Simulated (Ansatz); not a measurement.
## KTaO3 (Pm-3m): zone-centre modes under pressure

Wanted: Grüneisen parameters and pressure coefficients of the modes of KTaO3 (Pm-3m).

Main program and level: Ansatz 0.2.0; DFT PBE, scalar-relativistic, plane waves, PAW; PAW set soft_1.

## Step 1: The structure

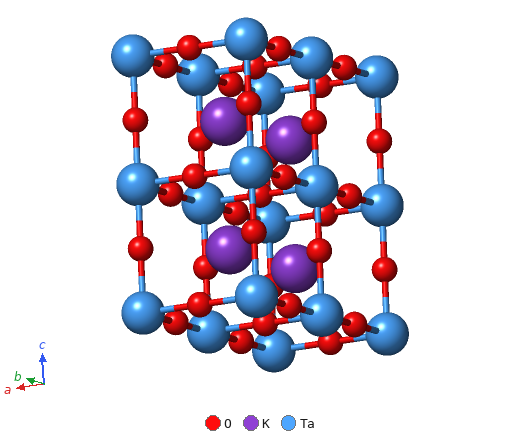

Start, viewed from a free direction; oxygen red, potassium purple, tantalum blue. 1×2×2 cells are drawn. Some periodic images of atoms are drawn too.

Structure file:

```cif
data_structure
_symmetry_space_group_name_H-M 'Pm-3m'
_symmetry_Int_Tables_number 221
_cell_length_a 3.9883
_cell_length_b 3.9883
_cell_length_c 3.9883
_cell_angle_alpha 90.000
_cell_angle_beta 90.000
_cell_angle_gamma 90.000
_cell_volume 63.44
loop_
_atom_site_label
_atom_site_type_symbol
_atom_site_symmetry_multiplicity
_atom_site_Wyckoff_symbol
_atom_site_fract_x
_atom_site_fract_y
_atom_site_fract_z
_atom_site_occupancy
O1 O 3 d 0.50000 0.00000 0.00000 1
K1 K 1 b 0.50000 0.50000 0.50000 1
Ta1 Ta 1 a 0.00000 0.00000 0.00000 1
```

## Step 2: Bringing the structure to rest

Harmonic phonons are second derivatives at a point where the forces vanish, and they are wanted at zero stress, so atoms and cell are relaxed first.

Contents of input.yaml:

```yaml
crystal:
  lattice:
    - [3.9883, 0.0, 0.0]
    - [0.0, 3.9883, 0.0]
    - [0.0, 0.0, 3.9883]
  atoms:
    - { symbol: O, position: [0.5, 0.0, 0.0] }
    - { symbol: O, position: [0.0, 0.5, 0.0] }
    - { symbol: O, position: [0.0, 0.0, 0.5] }
    - { symbol: K, position: [0.5, 0.5, 0.5] }
    - { symbol: Ta, position: [0.0, 0.0, 0.0] }
kpoints:
  mp_grid: { grid: [8, 8, 8] }
hamiltonian:
  xc: pbe
  pseudopotentials: { kind: paw, azcp: { folder: soft_1 } }
scf:
  occupations: { method: gaussian, width: 0.02 }
output:
  forces: true
  stress: true
  eigenvalues: true
relax:
  adjacent_minimum: "off"
  f_tol: 0.005
  max_steps: 80
  cell: { stress_tol: 0.05 }
```

Launch:

```console
$ ansatz run input.yaml --threads 4 --pin off --max-ram 16384MiB --backend cpu --events-out ev --progress --plain --runs-dir out
```

Numbers of over 12 decimals in the logs are rounded to 6 here.

Log:

```text
Engine: ansatz 0.2.0, x86_64-unknown-linux-gnu
Pseudopotentials: kind: paw
Pseudopotential: O, paw, valence charge 6, recommended cutoff 420 eV (normal), soft_1/O.paw.azcp
Pseudopotential: K, paw, valence charge 9, recommended cutoff 420 eV (normal), soft_1/K.paw.azcp
Pseudopotential: Ta, paw, valence charge 13, recommended cutoff 420 eV (normal), soft_1/Ta.paw.azcp
Functional definition: PBE
  parameter kappa = 0.804
  parameter beta = 0.066725
  exchange = pbe_x(kappa = kappa, mu = beta*pi^2/3)
  correlation = pbe_c(beta = beta)
Crystal: 5 atoms, lattice volume = 63.440 Å³
Basis set: ecut = 420 eV, 1237 PW (Γ), exchange–correlation on 54×54×54 points (8 copies of the dense FFT grid, shifted against one another)
Bands: 25, of which v1, the nominal top of the filled ones, is band 20 counted from 1 (19 counted from 0)
Symmetry: 48 space group operations
Space group: Pm-3m (ITA 221), of the structure as read, at distance tolerance 4.0e-5 Å
k-points: 35 of 512
Non-local potential: O, projectors of the file, l = 0: 2, l = 1: 2, l = 2: 1
Non-local potential: K, projectors of the file, l = 0: 3, l = 1: 2, l = 2: 2
Non-local potential: Ta, projectors of the file, l = 0: 3, l = 1: 2, l = 2: 2, l = 3: 1
PAW form: soft (Blöchl's): semilocal exchange-correlation on the pseudo side does not see the compensation charge
PAW one-centre angular grid: O, 110 points (default); XC on 64 Gauss nodes
PAW one-centre angular grid: K, 110 points (default); XC on 64 Gauss nodes
PAW one-centre angular grid: Ta, 590 points (default); XC on 64 Gauss nodes
Initial density: superposition of atomic densities (chi_scale 0.1, normalization cell, long waves kept (reshape's long-wave potential 0.00 eV rms))
Initial wavefunctions: pseudopotential atomic-orbital guess
Functional: x = pbe(κ = 0.804, μ = 0.219515), c = pbe(β = 0.066725)
SCF iter   1: F=—  HF=-13179.722022 eV  |F-HF|=—  |Δ(HF+E_count)|=         —  Δρ=5.73e-2  dr2=2.07e0  ethr=3.10e-3  ⟨swp⟩=7.2  Hψ=4420  notcnv=0
preconditioner: auto → Resta (q_TF=auto, 2.526 Å⁻¹)  ε∞=4.4  [insulator: Δε(μ)=2.777 eV  Ē_g=13.847 eV  σ=0.020 eV  W_gap=1.00  n_scr=18 (ndim 8)  ℏωp=25.5 eV  f_vac=0.000  D(μ)=0.00/eV (n_scr^D=0)  ε∞_Penn≈4.4]
SCF iter   2: F=—  HF=-13179.320659 eV  |F-HF|=—  |Δ(HF+E_count)|=   4.01e-1  Δρ=3.06e-2  dr2=5.05e-1  ethr=3.10e-3  ⟨swp⟩=2.2  Hψ=1733  notcnv=0  defer=35
SCF iter   3: F=—  HF=-13179.246143 eV  |F-HF|=—  |Δ(HF+E_count)|=   7.45e-2  Δρ=1.38e-2  dr2=1.15e-1  ethr=1.26e-3  ⟨swp⟩=2.7  Hψ=1563  notcnv=0  defer=35
SCF iter   4: F=—  HF=-13179.230814 eV  |F-HF|=—  |Δ(HF+E_count)|=   1.53e-2  Δρ=4.22e-3  dr2=7.33e-3  ethr=2.86e-4  ⟨swp⟩=2.4  Hψ=1456  notcnv=0  defer=35
SCF iter   5: F=—  HF=-13179.233042 eV  |F-HF|=—  |Δ(HF+E_count)|=   2.23e-3  Δρ=5.73e-4  dr2=1.88e-4  ethr=1.83e-5  ⟨swp⟩=2.3  Hψ=1412  notcnv=0  defer=35
SCF iter   6: F=—  HF=-13179.233239 eV  |F-HF|=—  |Δ(HF+E_count)|=   1.97e-4  Δρ=1.20e-4  dr2=8.96e-6  ethr=4.70e-7  ⟨swp⟩=2.0  Hψ=1394  notcnv=0  defer=35
SCF iter   7: F=—  HF=-13179.232050 eV  |F-HF|=—  |Δ(HF+E_count)|=   1.19e-3  Δρ=2.87e-5  dr2=3.25e-7  ethr=2.24e-8  ⟨swp⟩=2.1  Hψ=1539  notcnv=0  defer=33
SCF iter   8: F=-13179.232050 eV  HF=-13179.232050 eV  |F-HF|=2.22e-8  |Δ(HF+E_count)|=   1.61e-7  Δρ=5.18e-6  dr2=2.21e-8  ethr=2.50e-10  ⟨swp⟩=10.7  Hψ=4073  notcnv=0
SCF 1 converged in 8 iterations: F = -13179.232050 eV  dr2 = 2.21e-8
  greatest PAW one-centre occupation: 1.000 electrons in one spin orbital (limit 2), on the Ta atom at site 4 (counted from 0), in its partial waves of l = 0
relax step   1: F+E_penalty+E_count = -13179.23205043 eV  Δ(F+E_penalty+E_count) = +0.000e0 eV  max|allowed force component| = 1.763e-29 eV/Å  Δτ_max = 0.0000 Å  P = +5.234 GPa  Ω = 63.440 Å³  (8 SCF iters, dr2 threshold 1.00e-7 eV, accepted)
Crystal: 5 atoms, lattice volume = 65.446 Å³
Basis set: ecut = 420 eV, 1309 PW (Γ), exchange–correlation on 54×54×54 points (8 copies of the dense FFT grid, shifted against one another)
Initial density: handed on by an earlier stage of this run
Initial wavefunctions: those handed on with the density
iter 1 solved again at ethr=2.66e-5 eV; its pass at ethr=3.10e-3 eV (dr2=1.07e-2 eV) is discarded
SCF iter   1: F=—  HF=-13179.257327 eV  |F-HF|=—  |Δ(HF+E_count)|=         —  Δρ=4.72e-3  dr2=1.05e-2  ethr=2.66e-5  ⟨swp⟩=2.1  Hψ=4923  notcnv=0
preconditioner: auto → Resta (q_TF=auto, 2.513 Å⁻¹)  ε∞=4.7  [insulator: Δε(μ)=2.142 eV  Ē_g=12.991 eV  σ=0.020 eV  W_gap=1.00  n_scr=18 (ndim 8)  ℏωp=25.1 eV  f_vac=0.016  D(μ)=0.00/eV (n_scr^D=0)  ε∞_Penn≈4.7]
SCF iter   2: F=—  HF=-13179.254617 eV  |F-HF|=—  |Δ(HF+E_count)|=   2.71e-3  Δρ=1.48e-3  dr2=1.55e-3  ethr=2.64e-5  ⟨swp⟩=2.1  Hψ=1513  notcnv=0
SCF iter   3: F=—  HF=-13179.254285 eV  |F-HF|=—  |Δ(HF+E_count)|=   3.32e-4  Δρ=7.76e-4  dr2=3.80e-4  ethr=3.88e-6  ⟨swp⟩=2.0  Hψ=969  notcnv=0
SCF iter   4: F=—  HF=-13179.253107 eV  |F-HF|=—  |Δ(HF+E_count)|=   1.18e-3  Δρ=1.73e-4  dr2=1.48e-5  ethr=9.49e-7  ⟨swp⟩=2.0  Hψ=1400  notcnv=0
SCF iter   5: F=—  HF=-13179.253121 eV  |F-HF|=—  |Δ(HF+E_count)|=   1.37e-5  Δρ=3.10e-5  dr2=6.53e-7  ethr=3.69e-8  ⟨swp⟩=2.1  Hψ=1323  notcnv=0
SCF iter   6: F=-13179.253122 eV  HF=-13179.253122 eV  |F-HF|=2.44e-8  |Δ(HF+E_count)|=   6.50e-7  Δρ=6.41e-6  dr2=3.03e-8  ethr=1.25e-9  ⟨swp⟩=6.3  Hψ=3515  notcnv=0
SCF 2 converged in 6 iterations: F = -13179.253122 eV  dr2 = 3.03e-8
relax step   2: F+E_penalty+E_count = -13179.25312163 eV  Δ(F+E_penalty+E_count) = -2.107e-2 eV  max|allowed force component| = 1.068e-29 eV/Å  Δτ_max = 0.0000 Å  P = -1.069 GPa  Ω = 65.446 Å³  energy of the carried Pulay correction = -3.943e-3 eV  (6 SCF iters, dr2 threshold 5.00e-7 eV, accepted)
Crystal: 5 atoms, lattice volume = 65.097 Å³
iter 1 solved again at ethr=9.16e-7 eV; its pass at ethr=3.10e-3 eV (dr2=3.66e-4 eV) is discarded
SCF iter   1: F=—  HF=-13179.256255 eV  |F-HF|=—  |Δ(HF+E_count)|=         —  Δρ=7.99e-4  dr2=2.94e-4  ethr=9.16e-7  ⟨swp⟩=2.1  Hψ=4686  notcnv=0
preconditioner: auto → Resta (q_TF=auto, 2.516 Å⁻¹)  ε∞=4.7  [insulator: Δε(μ)=2.174 eV  Ē_g=13.033 eV  σ=0.020 eV  W_gap=1.00  n_scr=18 (ndim 8)  ℏωp=25.2 eV  f_vac=0.012  D(μ)=0.00/eV (n_scr^D=0)  ε∞_Penn≈4.7]
SCF iter   2: F=—  HF=-13179.255028 eV  |F-HF|=—  |Δ(HF+E_count)|=   1.23e-3  Δρ=2.54e-4  dr2=4.46e-5  ethr=7.35e-7  ⟨swp⟩=2.0  Hψ=1364  notcnv=0
SCF iter   3: F=—  HF=-13179.255019 eV  |F-HF|=—  |Δ(HF+E_count)|=   9.45e-6  Δρ=1.32e-4  dr2=1.07e-5  ethr=1.12e-7  ⟨swp⟩=2.1  Hψ=1044  notcnv=0
SCF iter   4: F=-13179.255018 eV  HF=-13179.255018 eV  |F-HF|=3.17e-7  |Δ(HF+E_count)|=   1.10e-6  Δρ=2.95e-5  dr2=4.12e-7  ethr=1.25e-9  ⟨swp⟩=4.2  Hψ=4096  notcnv=0
SCF 3 converged in 4 iterations: F = -13179.255018 eV  dr2 = 4.12e-7
relax step   3: F+E_penalty+E_count = -13179.25501813 eV  Δ(F+E_penalty+E_count) = -1.896e-3 eV  max|allowed force component| = 2.603e-30 eV/Å  Δτ_max = 0.0000 Å  P = -0.044 GPa  Ω = 65.097 Å³  energy of the carried Pulay correction = -3.265e-3 eV  (4 SCF iters, dr2 threshold 5.00e-7 eV, accepted)
[...]
relax step   4: F+E_penalty+E_count = -13179.25886290 eV  Δ(F+E_penalty+E_count) = -3.845e-3 eV  max|allowed force component| = 6.138e-30 eV/Å  Δτ_max = 0.0000 Å  P = +0.068 GPa  Ω = 65.097 Å³  stress off target by 6.84e-2 GPa  SCF on the basis re-selected at this cell (its energy is not comparable with the rows above)  (7 SCF iters)
[...]
relax step   5: F+E_penalty+E_count = -13179.25882253 eV  Δ(F+E_penalty+E_count) = +4.037e-5 eV  max|allowed force component| = 2.524e-30 eV/Å  Δτ_max = 0.0000 Å  P = +0.001 GPa  Ω = 65.120 Å³  energy of the carried Pulay correction = -4.535e-5 eV  (5 SCF iters, dr2 threshold 1.17e-8 eV, accepted)
iter 1 solved again at ethr=2.31e-9 eV; its pass at ethr=3.10e-3 eV (dr2=9.25e-7 eV) is discarded
SCF iter   1: F=—  HF=-13179.259998 eV  |F-HF|=—  |Δ(HF+E_count)|=         —  Δρ=2.66e-5  dr2=1.90e-7  ethr=2.31e-9  ⟨swp⟩=3.7  Hψ=7045  notcnv=0
SCF iter   2: F=—  HF=-13179.258841 eV  |F-HF|=—  |Δ(HF+E_count)|=   1.16e-3  Δρ=1.85e-5  dr2=1.72e-7  ethr=4.74e-10  ⟨swp⟩=3.0  Hψ=1800  notcnv=0
SCF iter   3: F=—  HF=-13179.258841 eV  |F-HF|=—  |Δ(HF+E_count)|=   2.39e-8  Δρ=8.96e-6  dr2=3.05e-8  ethr=4.30e-10  ⟨swp⟩=1.9  Hψ=927  notcnv=0
SCF iter   4: F=—  HF=-13179.258841 eV  |F-HF|=—  |Δ(HF+E_count)|=  8.15e-10  Δρ=5.17e-6  dr2=7.25e-9  ethr=7.62e-11  ⟨swp⟩=1.7  Hψ=907  notcnv=0
SCF iter   5: F=-13179.258841 eV  HF=-13179.258841 eV  |F-HF|=2.91e-11  |Δ(HF+E_count)|=   2.24e-9  Δρ=2.57e-7  dr2=3.36e-11  ethr=1.00e-12  ⟨swp⟩=3.8  Hψ=4028  notcnv=0
SCF 6 converged in 5 iterations: F = -13179.258841 eV  dr2 = 3.36e-11
relax step   6: F+E_penalty+E_count = -13179.25884127 eV  Δ(F+E_penalty+E_count) = -1.874e-5 eV  max|allowed force component| = 3.892e-30 eV/Å  Δτ_max = 0.0000 Å  P = +0.001 GPa  Ω = 65.120 Å³  stress off target by 1.04e-3 GPa  SCF on the basis re-selected at this cell (its energy is not comparable with the rows above)  (5 SCF iters)
basis re-selected at this cell: Δ(F+E_penalty+E_count) = -1.874e-5 eV, ΔP = +0.001 GPa vs the last step (what re-selecting the basis moved, of the pressure what is left beyond the Pulay correction that the steps carried, after the strain that the cell walked since its last selection, with what the two solves' SCF thresholds leave and, on support functions, any second-order correction that the steps lacked; it is no m [...]
SCF converged after 5 iterations
Free energy (F): -13179.258841 eV
Harris-Foulkes:  -13179.258841 eV  (|F-HF|=2.91e-11)
Internal energy: -13179.258841 eV  (E = F + TS)
E sigma→0 (E₀):  -13179.258841 eV
Fermi energy:    9.459623 eV
--- Per-component energies (eV) ---
  E_band       = -268.468987
  E_kinetic    = 1147.968838
  E_local      = -2247.677315  (includes V_loc(G=0)·N_el)
  E_nonlocal   = 160.534920
  E_hartree    = 802.829524
  E_xc         = -670.876131
  E_vxc        = -672.333242  (∫ρ·V_xc dr)
  E_paw        = -9575.177803  (= ΣΔE_a)
  E_vpaw       = -262.623564  (= ΣTr[D̂ρ^β])
  E_aug_tail   = 0.002429  (compensation charges beyond the density's cutoff)
  E_ewald      = -2796.863304
  E_smearing   = -0.000000  (= −TS)
  E_closure    = -0.000000  (closes the sum)
  Σ components = -13179.258841   (vs F -13179.258841, Δ=0.00e0)
--- Forces (eV/Å), atoms counted from 1 ---
  atom   1  O      0.00000000     0.00000000     0.00000000
  atom   2  O     -0.00000000    -0.00000000     0.00000000
  atom   3  O      0.00000000     0.00000000     0.00000000
  atom   4  K     -0.00000000    -0.00000000     0.00000000
  atom   5  Ta     0.00000000    -0.00000000     0.00000000
  max |Σ_I F_I| component: 5.26e-30 eV/Å
--- Stress (GPa, compression-positive) ---
        0.001037      -0.000000       0.000000
       -0.000000       0.001037       0.000000
        0.000000       0.000000       0.001037
  P = ⅓ Tr σ = 0.0010 GPa (0.010 kbar)
--- Band table (eV; the first three rows and the last of 35) ---
  k-point 0: bands = [... 16 lower, 7.3552, 7.7392, 7.7392, 7.7392, 10.5451, 10.5451, 10.5451, 14.8034, ... 1 higher]
  k-point 1: bands = [... 16 lower, 7.2879, 7.3182, 7.6611, 7.6611, 10.5658, 11.0067, 11.0067, 14.9122, ... 1 higher]
  k-point 2: bands = [... 16 lower, 6.7461, 7.1321, 7.5884, 7.5884, 10.6167, 11.9722, 11.9722, 14.9267, ... 1 higher]
  k-point 34: bands = [... 16 lower, 4.5667, 8.3741, 8.3741, 8.3741, 14.6544, 14.6544, 14.6544, 17.2091, ... 1 higher]
--- Relaxed structure (4 steps of the walk, 4 accepted, 2 SCFs on fresh bases) ---
  F+E_penalty+E_count = -13179.25884127 eV   max|allowed force component| = 3.892e-30 eV/Å   (the final SCF, on the basis selected at the relaxed cell)
  cell:  # Å, volume = 65.1201 Å³
    - [4.023200, 0, 0]
    - [0, 4.023200, 0.0]
    - [0, 0.0, 4.023200]
  atoms:
    - { symbol: O, position: [0.5, 0, 0] }
    - { symbol: O, position: [0, 0.5, 0] }
    - { symbol: O, position: [0, 0, 0.5] }
    - { symbol: K, position: [0.5, 0.5, 0.5] }
    - { symbol: Ta, position: [0, 0, 0] }
```

The job ended after 8.7 s (4 threads of Intel Xeon Platinum 8259CL at 2.50GHz (Skylake/Cascade Lake), shared host; peak memory 0.47 GiB).

Relaxation path:

```tsv
step	energy less that of the first step (eV)	largest force component (eV/Å)	pressure (GPa)	volume (Å³)
1	0.0000	0.0000	5.23	63.44
2	-0.0211	0.0000	-1.07	65.45
3	-0.0230	0.0000	-0.04	65.10
4*	-0.0268	0.0000	0.07	65.10
5	-0.0268	0.0000	0.00	65.12
6*	-0.0268	0.0000	0.00	65.12
```

Relaxation steps marked * repeat the geometry before them on a plane-wave basis chosen anew for their cell, so energy and pressure can jump there.

Forces are held to the 48 operations that the run works with; a distortion that breaks them can't arise in this run.

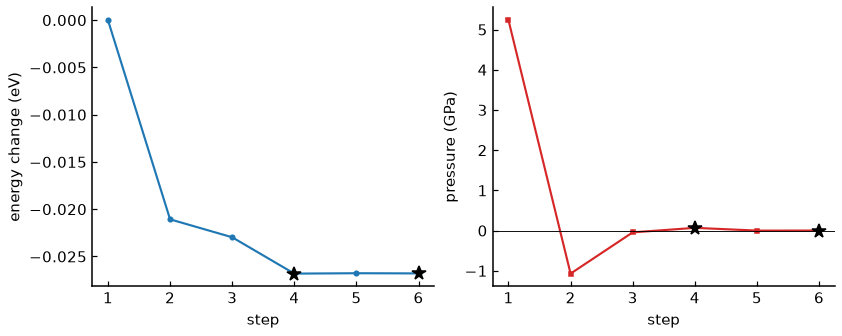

Energy and pressure along the relaxation. Stars mark steps on a basis chosen anew.

```tsv
conventional cell, symmetrised	before	after	change
a (Å)	3.988	4.023	+0.9 %
b (Å)	3.988	4.023	+0.9 %
c (Å)	3.988	4.023	+0.9 %
volume (Å³/atom)	12.69	13.02	+2.6 %
```

The relaxed structure:

```xyz
5
Lattice="4.0232 0.0000 0.0000 0.0000 4.0232 0.0000 0.0000 0.0000 4.0232" Properties=species:S:1:pos:R:3 pbc="T T T"
O     2.0116    0.0000    0.0000
O     0.0000    2.0116    0.0000
O     0.0000    0.0000    2.0116
K     2.0116    2.0116    2.0116
Ta    0.0000    0.0000    0.0000
```

Numbers from this step:

```yaml
pressure: 0.001037 GPa
gap_on_the_k_mesh: 2.171 eV
volume_per_atom: 13.02 Å³
```

In this step the volume went from 12.69 to 13.02 Å³/atom.

## Step 3: Tight relaxation

Phonons need small forces and stress, so the relaxation is finished with tight tolerances on 8×8×8 k points.

Contents of input.yaml:

```yaml
crystal:
  lattice:
    - [4.0231997987, 0.0, 0.0]
    - [0.0, 4.0231997987, 0.0]
    - [0.0, 0.0, 4.0231997987]
  atoms:
    - { symbol: O, position: [0.5, 0.0, 0.0] }
    - { symbol: O, position: [0.0, 0.5, 0.0] }
    - { symbol: O, position: [0.0, 0.0, 0.5] }
    - { symbol: K, position: [0.5, 0.5, 0.5] }
    - { symbol: Ta, position: [0.0, 0.0, 0.0] }
kpoints:
  mp_grid: { grid: [8, 8, 8] }
hamiltonian:
  xc: pbe
  pseudopotentials: { kind: paw, azcp: { folder: soft_1 } }
scf:
  occupations: { method: fixed }
output:
  forces: true
  stress: true
  eigenvalues: true
  write_density: true
  write_potential: true
  elf: true
  volumetric_format: npy
relax:
  adjacent_minimum: "off"
  f_tol: 0.001
  max_steps: 60
  cell: { stress_tol: 0.01 }
```

Log:

```text
[...]
Crystal: 5 atoms, lattice volume = 65.120 Å³
Basis set: ecut = 420 eV, 1309 PW (Γ), exchange–correlation on 54×54×54 points (8 copies of the dense FFT grid, shifted against one another)
Bands: 25, of which v1, the nominal top of the filled ones, is band 20 counted from 1 (19 counted from 0)
Symmetry: 48 space group operations
[...]
k-points: 35 of 512
[...]
--- Relaxed structure (1 steps of the walk, 1 accepted, 1 SCFs on fresh bases) ---
[...]
cell:  # Å, volume = 65.1201 Å³
    - [4.0231997987, 0.0, 0.0]
    - [0.0, 4.0231997987, 0.0]
    - [0.0, 0.0, 4.0231997987]
  atoms:
    - { symbol: O, position: [0.500000, 0.0, 0.0] }
    - { symbol: O, position: [0.0, 0.500000, 0.0] }
    - { symbol: O, position: [0.0, 0.0, 0.500000] }
    - { symbol: K, position: [0.500000, 0.500000, 0.500000] }
    - { symbol: Ta, position: [0.0, 0.0, 0.0] }
[key lines of the parts left out:]
SCF converged after 10 iterations
Free energy (F): -13179.258841 eV
Fermi energy:    8.374148 eV
P = ⅓ Tr σ = 0.0011 GPa (0.011 kbar)
```

The job ended after 3.7 s (4 threads; peak memory 0.43 GiB).

Little changed from the start: no atom moved by 0.005 Å and no cell edge by 0.1 %.

This step gave:

| Item | Value |
| --- | --- |
| pressure | 0.001050 GPa |

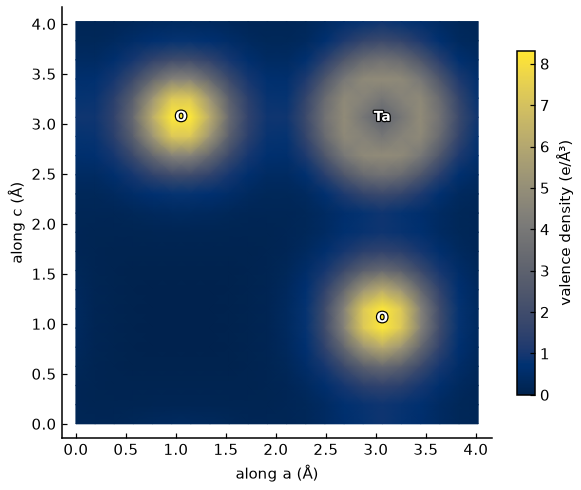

Valence density in the ac plane at fractional y = 0.000, with atoms of O and Ta within 0.2 Å of it. It is the smooth field of the valence electrons, not physical close to the nuclei. The map starts off the cell's origin, so that atoms lie inside it.

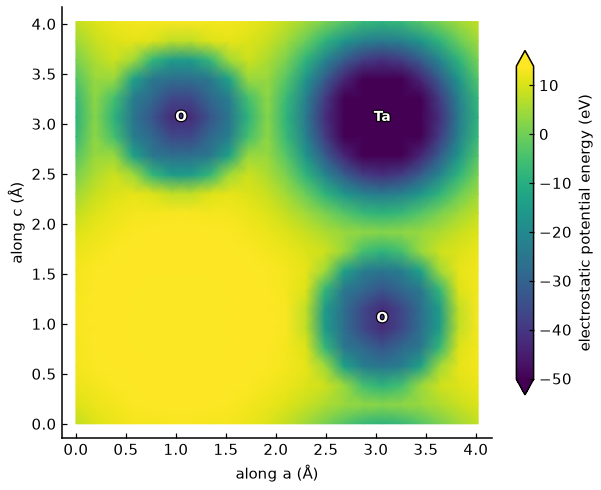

Electrostatic potential energy in the ac plane at fractional y = 0.000, with atoms of O and Ta within 0.2 Å of it. With pseudopotentials it is smooth inside the atoms' cores, unlike the true potential. The map starts off the cell's origin, so that atoms lie inside it.

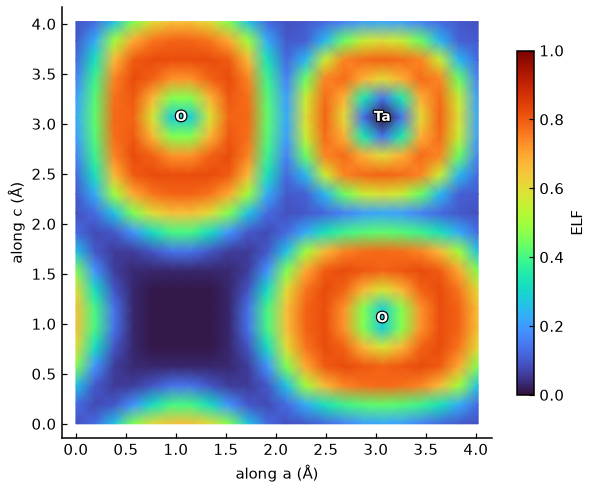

ELF in the ac plane at fractional y = 0.000, with atoms of O and Ta within 0.2 Å of it. It is the smooth field of the valence electrons, not physical close to the nuclei. The map starts off the cell's origin, so that atoms lie inside it.

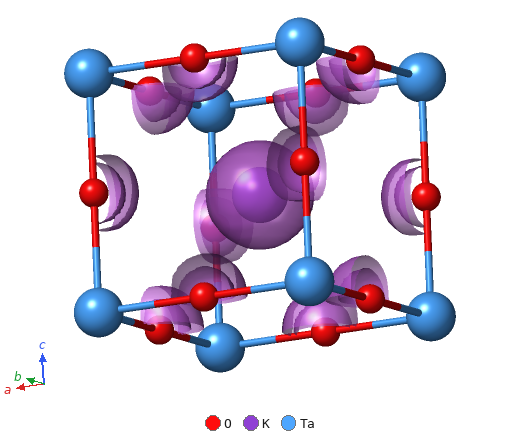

Surface of ELF = 0.8.

The forces vanish by symmetry and the pressure is 0.001 GPa, within the tolerances set. The cell now holds 13.02 Å³/atom.

(Continued in part 2 of 3.)

[Logs are printed without paths, hosts, clocks, repeated set-up lines and the standing remarks that a program may print on its own settings, such as how far it seeks lower states.]

[Hosts, paths, dates, database ids (printed as entryN), source tags and the programs' standing remarks are cut or masked in the printed files.]
